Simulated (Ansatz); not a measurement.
An ideal cubic perovskite cell is held by its symmetry; such compounds can tilt or shift off centre at room temperature.

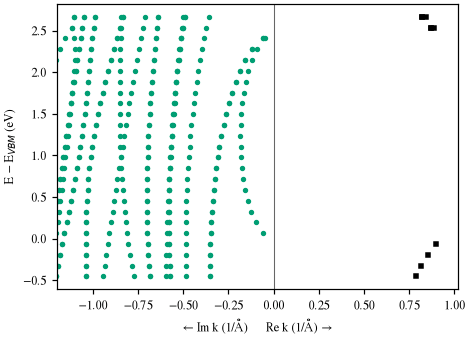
Figure. Complex bands at the centre of the two-dimensional zone; Ansatz (a program for electronic structure) with r2SCAN

No gap correction and no spin-orbit coupling; mid-gap values are interpolated between computed energies.

**Question.** This is CsPbCl3 (Pm-3m, cubic perovskite, 5 atoms a cell, 36.4 Å³ an atom) along the normal of (111). Read off the slowest decay at the centre of the two-dimensional zone at 1.24 eV, the computed energy nearest the middle of the gap.

**Answer.** κ ≈ 0.18 1/Å, a decay length 1/(2κ) of the density of 2.7 Å.
